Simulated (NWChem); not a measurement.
**C3H6F2 (1,3-difluoropropane): levels of theory compared**

Wanted: a comparison of 5 runs (M06-L/cc-pVDZ, B3LYP/cc-pVDZ, BHLYP/cc-pVDZ, M06-2X/cc-pVDZ, PBE0/cc-pVDZ) of C3H6F2 (1,3-difluoropropane). 

The calculation is run with NWChem 7.3.0.

## 1. The structure to begin with

C3H6F2 has 11 atoms, charge 0, and is taken as a singlet. As SMILES, `FCCCF`. The shape is that of a PBE0-D4/def2-TZVP optimisation. This is one conformer, not always the lowest.

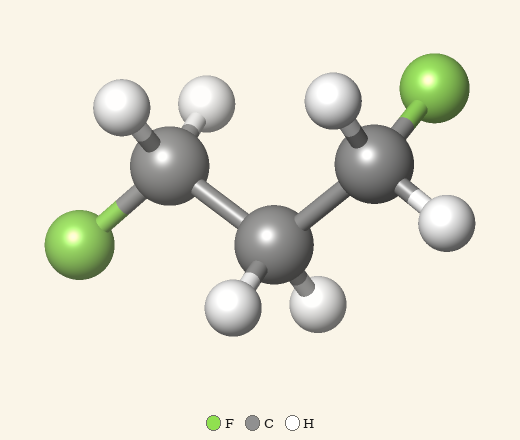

Viewed from a chosen angle; fluorine green, carbon grey, hydrogen white.

## 2. Energy and gradient at M06-L/cc-pVDZ (run 1)

run.py

```python
from ase import Atoms
from ase.calculators.nwchem import NWChem

mol = Atoms(['F', 'C', 'C', 'C', 'F', 'H', 'H', 'H', 'H', 'H', 'H'], positions=[
    [-1.964400, 1.432700, -0.107100],
    [-0.715300, 1.000700, 0.300600],
    [-0.375000, -0.298800, -0.387800],
    [0.967500, -0.838200, 0.034700],
    [1.975600, 0.040200, -0.331200],
    [-0.744500, 0.875300, 1.388600],
    [0.008000, 1.781800, 0.054100],
    [-0.388200, -0.154300, -1.471600],
    [-1.138100, -1.046200, -0.147100],
    [1.026200, -0.968100, 1.120800],
    [1.173400, -1.798000, -0.445900],
])

calc = NWChem(
    label='work',
    theory='dft',
    memory='2200 mb',
    basis='cc-pVDZ',
    basispar='spherical bse',
    dft={'xc': 'm06-l', 'mult': '1', 'grid': 'fine', 'convergence': 'energy 1e-08', 'iterations': '100', 'mulliken': None, 'print': 'low'},
)
mol.calc = calc

forces = mol.get_forces()
print(f"energy = {mol.get_potential_energy():.6f} eV")
print("forces (eV/A):")
for s, f in zip(mol.symbols, forces):
    print(f"{s:2s} {f[0]:10.5f} {f[1]:10.5f} {f[2]:10.5f}")
```

The run is started by

```
$ export ASE_NWCHEM_COMMAND="nwchem PREFIX.nwi > PREFIX.nwo"
$ python run.py
```

The program printed:

```text
energy = -8641.640788 eV
forces (eV/A):
F    -0.22276    0.05194   -0.08747
C    -0.11627   -0.19098   -0.20111
C     0.22055    0.10115    0.28771
C    -0.18080    0.15139   -0.16856
F     0.16059    0.22795   -0.06963
H     0.07909   -0.01337    0.26683
H     0.25197    0.15607   -0.00422
H    -0.03003    0.01399   -0.23176
H    -0.17818   -0.12861   -0.00026
H    -0.01471   -0.09595    0.26056
H     0.03054   -0.27351   -0.05219
```

The calculator wrote work.nwi:

```
title "work"

permanent_dir work

scratch_dir work

start work

geometry units angstrom nocenter noautosym noautoz
  F  -1.9643999999999999e+00 1.4327000000000001e+00 -1.0710000000000000e-01
  C  -7.1530000000000005e-01 1.0006999999999999e+00 3.0059999999999998e-01
  C  -3.7500000000000000e-01 -2.9880000000000001e-01 -3.8779999999999998e-01
  C  9.6750000000000003e-01 -8.3819999999999995e-01 3.4700000000000002e-02
  F  1.9756000000000000e+00 4.0200000000000000e-02 -3.3119999999999999e-01
  H  -7.4450000000000005e-01 8.7529999999999997e-01 1.3886000000000001e+00
  H  8.0000000000000002e-03 1.7818000000000001e+00 5.4100000000000002e-02
  H  -3.8819999999999999e-01 -1.5429999999999999e-01 -1.4716000000000000e+00
  H  -1.1380999999999999e+00 -1.0462000000000000e+00 -1.4710000000000001e-01
  H  1.0262000000000000e+00 -9.6809999999999996e-01 1.1208000000000000e+00
  H  1.1734000000000000e+00 -1.7980000000000000e+00 -4.4590000000000002e-01
end

memory 2200 mb

basis spherical bse noprint
   * library cc-pVDZ
end

dft
  xc m06-l
  mult 1
  grid fine
  convergence energy 1e-08
  iterations 100
  mulliken
  print low
end

task dft gradient
```

work.nwo:

```text
Northwest Computational Chemistry Package (NWChem) 7.3.0
             --------------------------------------------------------

           Job information
           ---------------

    nwchem branch   = 7.3.0
    use scalapack   = T
    input           = work.nwi
    prefix          = work.
    data base       = work/work.db
    status          = startup
    nproc           =        1

           Memory information
           ------------------

    heap     =     72089596 doubles =      550.0 Mbytes
    stack    =     72089601 doubles =      550.0 Mbytes
    global   =    144179200 doubles =     1100.0 Mbytes (distinct from heap & stack)
    total    =    288358397 doubles =     2200.0 Mbytes
    verify   = yes
    hardfail = no

[... 37 lines left out ...]
            Nuclear Dipole moment (a.u.)
[... 81 lines left out ...]
   convergence    iter        energy       DeltaE   RMS-Dens  Diis-err    time
[... 15 lines left out ...]
         Total DFT energy =     -317.574444024863
      One electron energy =     -802.886733765893
           Coulomb energy =      340.324646846534
    Exchange-Corr. energy =      -39.515899385645
 Nuclear repulsion energy =      184.503542280141
[... 21 lines left out ...]
    Atom       Charge   Shell Charges
 -----------   ------   -------------------------------------------------------
    1 F    9     9.06   1.92  0.95  0.85  3.19  2.14  0.01
    2 C    6     5.98   1.88  0.58  0.37  1.80  1.02  0.32
    3 C    6     6.07   1.88  0.57  0.37  1.91  1.16  0.19
[... 7 lines of this table left out ...]
   11 H    1     0.98   0.65  0.25  0.08

                         DFT ENERGY GRADIENTS

    atom               coordinates                        gradient
                 x          y          z           x          y          z
   1 F      -3.712178   2.707410  -0.202390    0.004332  -0.001010   0.001701
   2 C      -1.351721   1.891049   0.568052    0.002261   0.003714   0.003911
   3 C      -0.708647  -0.564650  -0.732836   -0.004289  -0.001967  -0.005595
[... 7 lines of this table left out ...]
  11 H       2.217404  -3.397727  -0.842629   -0.000594   0.005319   0.001015

 Task  times  cpu:       26.2s     wall:       26.2s
 Total times  cpu:       26.3s     wall:       26.3s
```

Wall time 27 s (1 thread of AMD EPYC 9R45 (Zen 5), shared host); peak memory 0.12 GiB.

## 3. Energy and forces at B3LYP/cc-pVDZ (run 2)

Edit run.py of step 2 so:

```diff
@@ -3,3 +3,3 @@
 
-mol = Atoms(['F', 'C', 'C', 'C', 'F', 'H', 'H', 'H', 'H', 'H', 'H'], positions=[
+mol = Atoms('FCCCFHHHHHH', positions=[
     [-1.964400, 1.432700, -0.107100],
@@ -23,3 +23,3 @@
     basispar='spherical bse',
-    dft={'xc': 'm06-l', 'mult': '1', 'grid': 'fine', 'convergence': 'energy 1e-08', 'iterations': '100', 'mulliken': None, 'print': 'low'},
+    dft={'xc': 'b3lyp', 'mult': '1', 'grid': 'fine', 'convergence': 'energy 1e-08', 'iterations': '100', 'mulliken': None},
 )
@@ -28,3 +28,4 @@
 forces = mol.get_forces()
-print(f"energy = {mol.get_potential_energy():.6f} eV")
+e = mol.get_potential_energy()
+print(f"E = {e:.6f} eV")
 print("forces (eV/A):")
@@ -32 +33,2 @@
     print(f"{s:2s} {f[0]:10.5f} {f[1]:10.5f} {f[2]:10.5f}")
+print("dipole (e A):", mol.get_dipole_moment().round(4))
```

The run is started by

```
$ export ASE_NWCHEM_COMMAND="nwchem PREFIX.nwi > PREFIX.nwo"
$ python run.py
```

The program printed:

```text
E = -8642.703324 eV
forces (eV/A):
F    -0.41786    0.12999   -0.14300
C    -0.04762    0.01954   -0.04098
C     0.06330   -0.01460    0.10958
C    -0.02941   -0.04998   -0.04921
F     0.32355    0.34314   -0.12244
H     0.05019   -0.04242    0.33887
H     0.28945    0.18640   -0.04618
H    -0.01090    0.04191   -0.31625
H    -0.24487   -0.19880    0.05019
H    -0.01532   -0.08521    0.33568
H     0.03944   -0.32998   -0.11632
dipole (e A): [ 0.0448 -0.3376  0.1524]
```

The calculator wrote work.nwi:

```
title "work"

permanent_dir work

scratch_dir work

start work

geometry units angstrom nocenter noautosym noautoz
  F  -1.9643999999999999e+00 1.4327000000000001e+00 -1.0710000000000000e-01
  C  -7.1530000000000005e-01 1.0006999999999999e+00 3.0059999999999998e-01
  C  -3.7500000000000000e-01 -2.9880000000000001e-01 -3.8779999999999998e-01
  C  9.6750000000000003e-01 -8.3819999999999995e-01 3.4700000000000002e-02
  F  1.9756000000000000e+00 4.0200000000000000e-02 -3.3119999999999999e-01
  H  -7.4450000000000005e-01 8.7529999999999997e-01 1.3886000000000001e+00
  H  8.0000000000000002e-03 1.7818000000000001e+00 5.4100000000000002e-02
  H  -3.8819999999999999e-01 -1.5429999999999999e-01 -1.4716000000000000e+00
  H  -1.1380999999999999e+00 -1.0462000000000000e+00 -1.4710000000000001e-01
  H  1.0262000000000000e+00 -9.6809999999999996e-01 1.1208000000000000e+00
  H  1.1734000000000000e+00 -1.7980000000000000e+00 -4.4590000000000002e-01
end

memory 2200 mb

basis spherical bse noprint
   * library cc-pVDZ
end

dft
  xc b3lyp
  mult 1
  grid fine
  convergence energy 1e-08
  iterations 100
  mulliken
end

task dft gradient
```

work.nwo:

```text
Northwest Computational Chemistry Package (NWChem) 7.3.0
             --------------------------------------------------------

           Job information
           ---------------

    nwchem branch   = 7.3.0
    use scalapack   = T
    input           = work.nwi
    prefix          = work.
    data base       = work/work.db
    status          = startup
    nproc           =        1

           Memory information
           ------------------

    heap     =     72089596 doubles =      550.0 Mbytes
    stack    =     72089601 doubles =      550.0 Mbytes
    global   =    144179200 doubles =     1100.0 Mbytes (distinct from heap & stack)
    total    =    288358397 doubles =     2200.0 Mbytes
    verify   = yes
    hardfail = no

[... 111 lines left out ...]
  convergence criterion.
[... 40 lines left out ...]
          Spatial weights used:  Erf1
[... 74 lines left out ...]
         Total DFT energy =     -317.613491515452
[... 3 lines left out ...]
 Nuclear repulsion energy =      184.503542280141
[... 767 lines left out ...]
          Convergence on gradient requested:  5.00D-04
[... 27 lines left out ...]
          total energy or number of iterations.
[... 26 lines left out ...]
                         DFT ENERGY GRADIENTS

    atom               coordinates                        gradient
                 x          y          z           x          y          z
   1 F      -3.712178   2.707410  -0.202390    0.008126  -0.002528   0.002781
   2 C      -1.351721   1.891049   0.568052    0.000926  -0.000380   0.000797
   3 C      -0.708647  -0.564650  -0.732836   -0.001231   0.000284  -0.002131
[... 7 lines of this table left out ...]
  11 H       2.217404  -3.397727  -0.842629   -0.000767   0.006417   0.002262

                 ----------------------------------------
                 |  Time  |  1-e(secs)   |  2-e(secs)   |
                 ----------------------------------------
                 |  CPU   |       0.01   |       1.89   |
                 ----------------------------------------
                 |  WALL  |       0.01   |       1.89   |
                 ----------------------------------------

 Task  times  cpu:       18.9s     wall:       18.9s
 Total times  cpu:       19.0s     wall:       19.0s
```

It took 20 s on 1 thread of AMD EPYC 9R45 (Zen 5), shared host; peak memory 0.12 GiB.

## 4. Energy and gradient at BHLYP/cc-pVDZ (run 3)

c3h6f2.nw

```
start c3h6f2
title "C3H6F2"
memory 2200 mb

geometry units au noautosym nocenter noautoz
  F  -3.71217800  2.70741062 -0.20238967
  C  -1.35172110  1.89104893  0.56805167
  C  -0.70864730 -0.56465017 -0.73283579
  C   1.82831003 -1.58396844  0.06557350
  F   3.73334293  0.07596699 -0.62587729
  H  -1.40690110  1.65407728  2.62407370
  H   0.01511781  3.36711401  0.10223418
  H  -0.73359168 -0.29158474 -2.78092096
  H  -2.15069730 -1.97703147 -0.27797871
  H   1.93923695 -1.82944386  2.11800504
  H   2.21740463 -3.39772757 -0.84262888
end

basis spherical bse
  * library cc-pVDZ
end

dft
  xc bhlyp
  grid fine
  convergence energy 1e-08
  iterations 100
  mulliken
end

task dft gradient
```

The run is started by

```
$ nwchem c3h6f2.nw > c3h6f2.out
```

The program printed:

```text
[...]
          Wavefunction type:  closed shell.
          No. of atoms     :    11
          No. of electrons :    42
[...]
          Charge           :     0
          Spin multiplicity:     1
[...]
          AO basis - number of functions:   100
[...]
              XC Information
              --------------
                        BHLYP Method XC Functional
                     Hartree-Fock (Exact) Exchange  0.500
                        Slater Exchange Functional  0.500 local
                    Becke 1988 Exchange Functional  0.500 non-local
              Lee-Yang-Parr Correlation Functional  1.000
[...]
 d= 0,ls=0.0,diis     1   -317.3857615166 -5.02D+02  8.74D-03  6.74D-01     2.0
[...]
 d= 0,ls=0.0,diis     8   -317.4666704259 -5.93D-09  1.43D-06  6.59D-08    12.8
         Total DFT energy =     -317.466670425885
      One electron energy =     -802.917233351544
           Coulomb energy =      340.355746003123
    Exchange-Corr. energy =      -39.408712074898
 Nuclear repulsion energy =      184.503528997434
[...]
  wavefunction    = closed shell
                         DFT ENERGY GRADIENTS
    atom               coordinates                        gradient
                 x          y          z           x          y          z
   1 F      -3.712178   2.707411  -0.202390   -0.003319   0.001936  -0.000704
   2 C      -1.351721   1.891049   0.568052    0.003483  -0.002080   0.001191
   3 C      -0.708647  -0.564650  -0.732836   -0.000708  -0.000347  -0.001322
   4 C       1.828310  -1.583968   0.065574   -0.002620  -0.001243   0.001264
   5 F       3.733343   0.075967  -0.625877    0.003310   0.000973  -0.000875
   6 H      -1.406901   1.654077   2.624074   -0.000288  -0.000071   0.000127
   7 H       0.015118   3.367114   0.102234   -0.000665   0.000725  -0.000135
   8 H      -0.733592  -0.291585  -2.780921    0.000047  -0.000236   0.000477
   9 H      -2.150697  -1.977031  -0.277979    0.000642   0.000017   0.000101
  10 H       1.939237  -1.829444   2.118005    0.000086   0.000249   0.000086
  11 H       2.217405  -3.397728  -0.842629    0.000033   0.000078  -0.000209
[...]
```

Run time: 17 s. Hardware: 1 thread of AMD EPYC 9R45 (Zen 5), shared host; peak memory 0.12 GiB.

Run 4 isn't shown in full; the table further down has it.

## 5. Energy and gradient at PBE0/cc-pVDZ (run 5)

c3h6f2.nw

```
start c3h6f2
title "C3H6F2 PBE0"
memory 2200 mb
geometry noautosym nocenter noautoz
 F       -1.964400       1.432700      -0.107100
 C       -0.715300       1.000700       0.300600
 C       -0.375000      -0.298800      -0.387800
 C        0.967500      -0.838200       0.034700
 F        1.975600       0.040200      -0.331200
 H       -0.744500       0.875300       1.388600
 H        0.008000       1.781800       0.054100
 H       -0.388200      -0.154300      -1.471600
 H       -1.138100      -1.046200      -0.147100
 H        1.026200      -0.968100       1.120800
 H        1.173400      -1.798000      -0.445900
end
basis "ao basis" spherical bse
 * library cc-pVDZ
end
dft
 xc pbe0
 mult 1
 grid fine
 convergence energy 1e-08
 maxiter 100
 mulliken
 print medium
end
task dft gradient
```

The run is started by

```
$ nwchem c3h6f2.nw > c3h6f2.out
```

The program printed:

```text
[...]
          Wavefunction type:  closed shell.
          No. of atoms     :    11
          No. of electrons :    42
[...]
          Charge           :     0
          Spin multiplicity:     1
[...]
          AO basis - number of functions:   100
[...]
              XC Information
              --------------
                         PBE0 Method XC Functional
                     Hartree-Fock (Exact) Exchange  0.250
          PerdewBurkeErnzerhof Exchange Functional  0.750
            Perdew 1991 LDA Correlation Functional  1.000 local
           PerdewBurkeErnz. Correlation Functional  1.000 non-local
[...]
 d= 0,ls=0.0,diis     1   -317.1953296577 -5.02D+02  1.16D-02  7.91D-01     2.0
[...]
 d= 0,ls=0.0,diis    10   -317.2824292476 -3.64D-10  6.41D-08  1.03D-10    16.0
         Total DFT energy =     -317.282429247636
      One electron energy =     -802.876939049998
           Coulomb energy =      340.275924987406
    Exchange-Corr. energy =      -39.184957465185
 Nuclear repulsion energy =      184.503542280142
[...]
  wavefunction    = closed shell
                         DFT ENERGY GRADIENTS
    atom               coordinates                        gradient
                 x          y          z           x          y          z
   1 F      -3.712178   2.707410  -0.202390    0.001410  -0.000000   0.000733
   2 C      -1.351721   1.891049   0.568052    0.005305   0.000965   0.003945
   3 C      -0.708647  -0.564650  -0.732836   -0.003448  -0.001604  -0.004537
   4 C       1.828310  -1.583968   0.065573   -0.000611  -0.004544   0.003375
   5 F       3.733343   0.075967  -0.625877   -0.000653  -0.002051   0.000454
   6 H      -1.406901   1.654077   2.624074   -0.000857   0.000830  -0.005760
   7 H       0.015118   3.367114   0.102234   -0.005137  -0.003147   0.000930
   8 H      -0.733592  -0.291585  -2.780921    0.000137  -0.000767   0.005435
   9 H      -2.150697  -1.977031  -0.277979    0.004154   0.003310  -0.000884
  10 H       1.939237  -1.829444   2.118005    0.000315   0.001366  -0.005787
  11 H       2.217404  -3.397727  -0.842629   -0.000614   0.005643   0.002097
[...]
```

It took 20 s on 1 thread of AMD EPYC 9R45 (Zen 5), shared host; peak memory 0.12 GiB.

## 6. All runs side by side

```
run           level  energy (Eh)  largest force (eV/Å)  wall time
  1   M06-L/cc-pVDZ  -317.574444                 0.376       27 s
  2   B3LYP/cc-pVDZ  -317.613492                 0.487       20 s
  3   BHLYP/cc-pVDZ  -317.466670                 0.217       17 s
  4  M06-2X/cc-pVDZ  -317.490574                 0.264       20 s
  5    PBE0/cc-pVDZ  -317.282429                 0.344       20 s
```

## 7. Summary of results

| quantity | value |
| --- | --- |
| run 5: total energy | -317.28243 Eh |
| run 5: dipole moment | 1.83 D |
| run 5: HOMO energy | -9.06 eV |
| run 5: LUMO energy | 1.83 eV |
| run 5: HOMO–LUMO gap | 10.89 eV |
| run 5: largest force on an atom | 0.344 eV/Å |

**Reading.** Over runs 2, 3, 4, 5 the dipole moment (its size) runs from 1.79 D (B3LYP/cc-pVDZ) to 1.98 D (BHLYP/cc-pVDZ). Over runs 2, 3, 4, 5 the HOMO–LUMO gap runs from 10.25 eV (B3LYP/cc-pVDZ) to 13.29 eV (BHLYP/cc-pVDZ). Totals of different functionals can't be ranked against each other. All runs together took 1.7 min, the longest 27 s.
